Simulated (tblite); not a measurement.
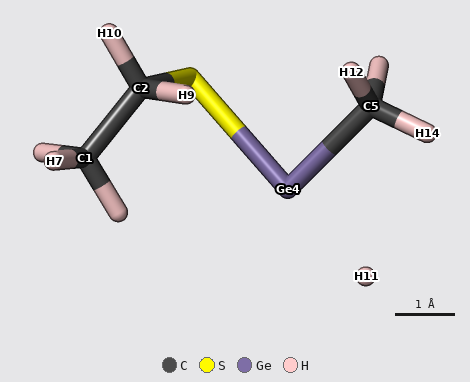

Fig. 1: The input geometry (stick view, seen on its broad side; atoms are numbered from 1 in the order of the input). Sticks mark near contacts. Bond lengths as drawn: C–C 1.52 Å, C–Ge 2.05 Å, C–H 1.09 to 1.10 Å, C–S 1.81 Å and Ge–S 2.62 Å.

**C3H9GeS (charge −1): saddle-point search**

C3H9GeS, charge −1, computed with GFN2-xTB saddle search (eigenvector following) and harmonic vibrations, gas phase (tblite 0.8.0).

**Input file**
```
{"job": {"xc": "GFN2-xTB", "basis": "xTB", "kind": "saddle"}, "charge": -1, "multiplicity": 1}
C     -2.384234    -0.036754     0.015714
C     -1.231322     0.916517     0.288883
S     -0.238185     1.238392    -1.194518
Ge     0.969757    -1.058025    -0.805148
C      2.566994    -0.085515     0.046373
H     -2.996765     0.349410    -0.796261
H     -3.006306    -0.163952     0.905563
H     -1.995365    -1.013109    -0.281700
H     -0.585406     0.501209     1.077953
H     -1.606654     1.884658     0.630696
H      1.939125    -2.857336    -0.500243
H      2.271134     0.379246     0.989580
H      2.904693     0.710141    -0.618120
H      3.392535    -0.764882     0.241230
```

The first line tells a small driver script what to run in tblite; the rest is the geometry in Å.

Command:
```bash
OMP_NUM_THREADS=1 python <driver script> task.json out
```

**Log**
```
step      E/eV     max force
  0    -445.93953   0.0552
  1    -445.94754   0.0473
  2    -445.95289   0.0881
  3    -445.94999   0.0214
  4    -445.95311   0.0257
  5    -445.95576   0.0505
  6    -445.95825   0.0354
  7    -445.96169   0.0572
  8    -445.96516   0.0478
  9    -445.96941   0.1337
 10    -445.96718   0.0497
 11    -445.96902   0.0287
 12    -445.97159   0.0505
 13    -445.97403   0.0903
 14    -445.97765   0.0970
 15    -445.98241   0.0388
 16    -445.98688   0.0724
 17    -445.98459   0.0240
 18    -445.98704   0.0324
 19    -445.99017   0.0343
 20    -445.99272   0.0744
 21    -445.99141   0.0256
 22    -445.99305   0.0261
 23    -445.99458   0.0365
 24    -445.99628   0.0341
 25    -445.99858   0.0426
 26    -446.00098   0.0333
 27    -446.00428   0.0510
 28    -446.00781   0.0965
 29    -446.00585   0.0259
 30    -446.00824   0.0391
 31    -446.01004   0.0215
 32    -446.01254   0.0389
 33    -446.01536   0.0502
 34    -446.01866   0.0463
 35    -446.02358   0.0682
 36    -446.02852   0.0335
 37    -446.03490   0.0481
 38    -446.04230   0.0685
 39    -446.04775   0.0937
 40    -446.05468   0.0814
 41    -446.06097   0.0748
 42    -446.06643   0.1084
 43    -446.07004   0.1292
 44    -446.07235   0.0673
 45    -446.07060   0.3459
 46    -446.07339   0.0345
 47    -446.07406   0.0607
 48    -446.07439   0.0294
 49    -446.07320   0.2044
 50    -446.07457   0.0107
 51    -446.07473   0.0276
 52    -446.07467   0.0030
lowest wavenumbers (cm-1): -270.6 34.1 43.7 110.8 128.1 159.2
```

**Trajectory as extended XYZ (Å, eV, eV/Å), 8 of the 12 frames kept, from step=0 to step=52**
```
14
Properties=species:S:1:pos:R:3:forces:R:3 step=0 energy=-445.93953
C    -2.3842   -0.0368    0.0157   -0.0050   0.0060  -0.0020
C    -1.2313    0.9165    0.2889   -0.0040   0.0060  -0.0030
S    -0.2382    1.2384   -1.1945    0.0050  -0.0060   0.0020
Ge    0.9698   -1.0580   -0.8051   -0.0120  -0.0200   0.0500
C     2.5670   -0.0855    0.0464    0.0030   0.0140  -0.0160
H    -2.9968    0.3494   -0.7963   -0.0130   0.0090  -0.0060
H    -3.0063   -0.1640    0.9056   -0.0030   0.0140  -0.0040
H    -1.9954   -1.0131   -0.2817   -0.0040   0.0140  -0.0080
H    -0.5854    0.5012    1.0780    0.0100  -0.0150  -0.0210
H    -1.6067    1.8847    0.6307   -0.0030  -0.0120   0.0310
H     1.9391   -2.8573   -0.5002    0.0330  -0.0410  -0.0020
H     2.2711    0.3792    0.9896   -0.0180   0.0040  -0.0170
H     2.9047    0.7101   -0.6181    0.0230   0.0250   0.0060
H     3.3925   -0.7649    0.2412   -0.0110   0.0020  -0.0090
14
Properties=species:S:1:pos:R:3:forces:R:3 step=9 energy=-445.96941
C    -2.5683    0.0430   -0.1023   -0.0250   0.0300   0.0600
C    -1.3433    0.7967    0.3877    0.0310  -0.0300  -0.0470
S    -0.1841    1.1696   -0.9613   -0.0530  -0.0210   0.0770
Ge    1.0401   -1.0734   -0.4709    0.0670   0.0430   0.0320
C     2.7856   -0.0483   -0.0970   -0.0220  -0.0030   0.0650
H    -3.0625    0.6113   -0.8866   -0.0230   0.0270  -0.0110
H    -3.2744   -0.1335    0.7160    0.0420   0.0200  -0.0590
H    -2.2625   -0.9153   -0.5178    0.0220  -0.0760  -0.0230
H    -0.8232    0.1994    1.1553    0.0110  -0.0210  -0.0080
H    -1.6293    1.7468    0.8401   -0.0150   0.0690   0.0120
H     2.0265   -2.8513   -0.0383    0.0020  -0.0040   0.0070
H     2.7238    0.3799    0.9108    0.0170  -0.0470  -0.1240
H     2.9164    0.7758   -0.7989   -0.0120   0.0020   0.0160
H     3.6552   -0.7006   -0.1367   -0.0410   0.0120   0.0020
14
Properties=species:S:1:pos:R:3:forces:R:3 step=14 energy=-445.97765
C    -2.6053    0.0625   -0.1233   -0.0060   0.0040   0.0100
C    -1.3656    0.7769    0.3876    0.0030  -0.0020  -0.0080
S    -0.1844    1.1327   -0.9418   -0.0120   0.0000   0.0270
Ge    1.0650   -1.0764   -0.3901    0.0230   0.0100   0.0160
C     2.8198   -0.0471   -0.1201    0.0350  -0.0160   0.0530
H    -3.0802    0.6556   -0.9024   -0.0010   0.0060  -0.0050
H    -3.3204   -0.1053    0.6865    0.0060   0.0010  -0.0210
H    -2.3208   -0.8995   -0.5496    0.0020  -0.0120  -0.0050
H    -0.8688    0.1547    1.1517   -0.0050  -0.0050   0.0020
H    -1.6303    1.7313    0.8485   -0.0060   0.0100   0.0030
H     2.0780   -2.8279    0.0791    0.0000  -0.0010   0.0070
H     2.8570    0.2741    0.9267    0.0180  -0.0250  -0.0920
H     2.8673    0.8450   -0.7450    0.0060  -0.0160   0.0120
H     3.6886   -0.6766   -0.3078   -0.0630   0.0450   0.0000
14
Properties=species:S:1:pos:R:3:forces:R:3 step=23 energy=-445.99458
C    -2.6057    0.0511   -0.1624   -0.0010   0.0010  -0.0030
C    -1.4237    0.7966    0.4330   -0.0050   0.0000   0.0040
S    -0.1560    1.1803   -0.8070    0.0010   0.0030   0.0170
Ge    1.0614   -1.0325   -0.2722    0.0040   0.0040   0.0150
C     2.8636   -0.0637   -0.1715    0.0200  -0.0030   0.0040
H    -3.0406    0.6309   -0.9742    0.0040   0.0020  -0.0060
H    -3.3704   -0.1332    0.5962   -0.0050  -0.0010  -0.0120
H    -2.2682   -0.9050   -0.5641    0.0020   0.0010  -0.0040
H    -0.9671    0.1886    1.2310   -0.0110  -0.0020   0.0070
H    -1.7429    1.7464    0.8684   -0.0090  -0.0010   0.0040
H     2.0612   -2.8028    0.1904    0.0010   0.0020   0.0120
H     3.0479    0.1741    0.8795    0.0140  -0.0070  -0.0330
H     2.8640    0.8698   -0.7341    0.0040  -0.0110   0.0020
H     3.6766   -0.7005   -0.5130   -0.0190   0.0130  -0.0070
14
Properties=species:S:1:pos:R:3:forces:R:3 step=28 energy=-446.00781
C    -2.6297    0.0612   -0.1915   -0.0020   0.0020   0.0010
C    -1.4591    0.7855    0.4506   -0.0030   0.0000   0.0010
S    -0.1471    1.1747   -0.7417   -0.0030   0.0040   0.0240
Ge    1.0819   -1.0143   -0.1771    0.0130   0.0050   0.0170
C     2.8986   -0.0692   -0.2051    0.0580  -0.0140   0.0240
H    -3.0348    0.6568   -1.0073    0.0050   0.0040  -0.0070
H    -3.4185   -0.1257    0.5415    0.0000  -0.0010  -0.0180
H    -2.2905   -0.8924   -0.5968    0.0040  -0.0030  -0.0050
H    -1.0336    0.1616    1.2530   -0.0110  -0.0040   0.0080
H    -1.7826    1.7324    0.8890   -0.0100   0.0020   0.0050
H     2.0970   -2.7666    0.3244    0.0010   0.0000   0.0120
H     3.2022    0.0800    0.8361   -0.0030  -0.0090  -0.0960
H     2.8575    0.9047   -0.6940    0.0130  -0.0340   0.0100
H     3.6587   -0.6888   -0.6813   -0.0600   0.0480   0.0230
14
Properties=species:S:1:pos:R:3:forces:R:3 step=37 energy=-446.03490
C    -2.5920    0.0449   -0.2448    0.0160   0.0050   0.0150
C    -1.5270    0.8098    0.5250   -0.0210  -0.0020  -0.0150
S    -0.1032    1.2548   -0.5153   -0.0260  -0.0060   0.0400
Ge    1.0753   -0.9486   -0.0161    0.0230   0.0090   0.0140
C     2.9165   -0.0915   -0.2764    0.0080  -0.0130   0.0030
H    -2.9281    0.6280   -1.1006    0.0170   0.0000   0.0110
H    -3.4498   -0.1745    0.3972    0.0260   0.0020  -0.0330
H    -2.1737   -0.8945   -0.6109   -0.0080   0.0240   0.0100
H    -1.1670    0.1988    1.3666   -0.0200   0.0000  -0.0090
H    -1.9328    1.7428    0.9249    0.0030  -0.0240  -0.0100
H     2.0795   -2.7383    0.4418    0.0000   0.0040   0.0130
H     3.3777   -0.0072    0.7100    0.0050  -0.0030  -0.0350
H     2.8642    0.9026   -0.7197   -0.0010  -0.0040  -0.0100
H     3.5605   -0.7271   -0.8818   -0.0230   0.0070   0.0050
14
Properties=species:S:1:pos:R:3:forces:R:3 step=42 energy=-446.06643
C    -2.5927    0.1048   -0.3430    0.0080   0.0270   0.0120
C    -1.5908    0.7381    0.6101   -0.0100  -0.0250  -0.0130
S    -0.0698    1.2504   -0.2439   -0.0280  -0.0060   0.0190
Ge    1.1544   -0.8820    0.3141    0.0610   0.0230  -0.0130
C     2.9242   -0.1103   -0.3800    0.0360  -0.0430   0.0510
H    -2.8222    0.7942   -1.1551    0.0100  -0.0220   0.0350
H    -3.5175   -0.1534    0.1801    0.0280   0.0140  -0.0230
H    -2.1670   -0.8022   -0.7738    0.0060   0.0140   0.0060
H    -1.3250    0.0187    1.4010   -0.0070   0.0180  -0.0270
H    -2.0133    1.6307    1.0780   -0.0040  -0.0160  -0.0100
H     2.2166   -2.6499    0.7760    0.0000   0.0040   0.0050
H     3.5848    0.0430    0.4789   -0.0520  -0.0200  -0.0930
H     2.8022    0.8401   -0.8990   -0.0090   0.0040   0.0070
H     3.4160   -0.8222   -1.0433   -0.0380   0.0300   0.0450
14
Properties=species:S:1:pos:R:3:forces:R:3 step=52 energy=-446.07467
C    -2.5173    0.1051   -0.3950   -0.0020   0.0000  -0.0010
C    -1.6201    0.7300    0.6594    0.0020   0.0000   0.0010
S    -0.0591    1.3170   -0.0597    0.0010   0.0000  -0.0010
Ge    1.1770   -0.8084    0.4915    0.0000   0.0000   0.0000
C     2.8707   -0.1299   -0.4330    0.0000   0.0000   0.0020
H    -2.7018    0.8191   -1.1956   -0.0010   0.0000  -0.0010
H    -3.4725   -0.2031    0.0359   -0.0020   0.0000   0.0000
H    -2.0249   -0.7687   -0.8229    0.0010  -0.0020  -0.0010
H    -1.3913   -0.0114    1.4397    0.0010   0.0000   0.0010
H    -2.1104    1.5890    1.1233   -0.0010   0.0020   0.0010
H     2.2532   -2.5683    0.9469    0.0010   0.0000   0.0010
H     3.6789   -0.0834    0.2965    0.0020  -0.0020   0.0010
H     2.7451    0.8534   -0.8857    0.0000   0.0030   0.0000
H     3.1726   -0.8406   -1.2014   -0.0010  -0.0010  -0.0020
```

**Results in brief**

| quantity | value |
| --- | --- |
| outcome | converged |
| total energy | −446.0747 eV |
| point group | C1 |
| hardware | 1 CPU thread, shared host |
| wall time | 6 s |
| peak memory | 0.2 GiB |
